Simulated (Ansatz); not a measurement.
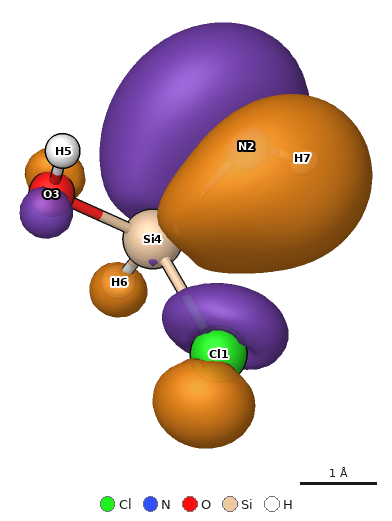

The picture shows: ClH3NOSi (doublet). One frontier orbital at ±0.08 Å⁻³ᐟ² (orange and purple are the two phases), seen at a tilt.

Geometry: B3LYP/6-31G*.

All numbers below come from Ansatz 0.2.0, isolated molecule in a Gaussian basis; Kohn-Sham density functional theory, functional PBE0.

```
atom    x (Å)    y (Å)    z (Å)
  Cl  -0.9844   0.2551  -1.7944
   N   0.8619   0.8605   0.5172
   O   0.2058  -1.8129   0.1928
  Si  -0.4047  -0.2878   0.1315
   H   1.0955  -1.9364  -0.1710
   H  -1.6079  -0.2998   0.9855
   H   0.5377   1.7895   0.8109
```

**Which orbital is it: HOMO (β) or LUMO (β)?**

The LUMO (β), at −3.88 eV. Its weight (Hirshfeld) is mainly on N2 (about 70 %), Si4 (about 15 %), Cl1 (about 5 %) and H7 (about 5 %).
